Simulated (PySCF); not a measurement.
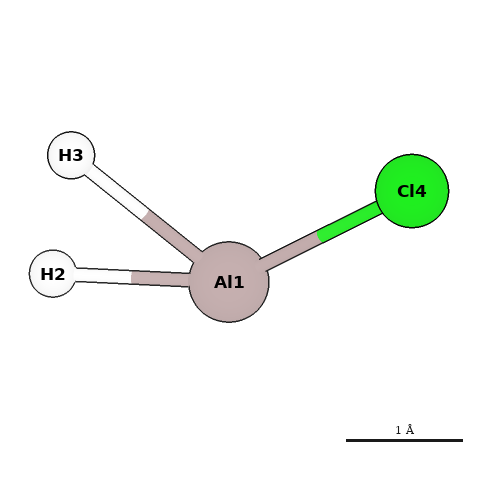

The view is orthographic, and the bar gives the scale. The computed structure is the end point of a PBE0-D4/def2-TZVP saddle-point search.

Reconstruct the coordinates (Å) as seen: x to the right, y up, z towards the viewer, origin at the mean of the atomic positions.

```xyz
4
AlClH2
Al   0.33  -0.49  -0.33
H   -1.20  -0.42  -0.69
H   -1.04   0.61   0.23
Cl   1.91   0.30   0.78
```
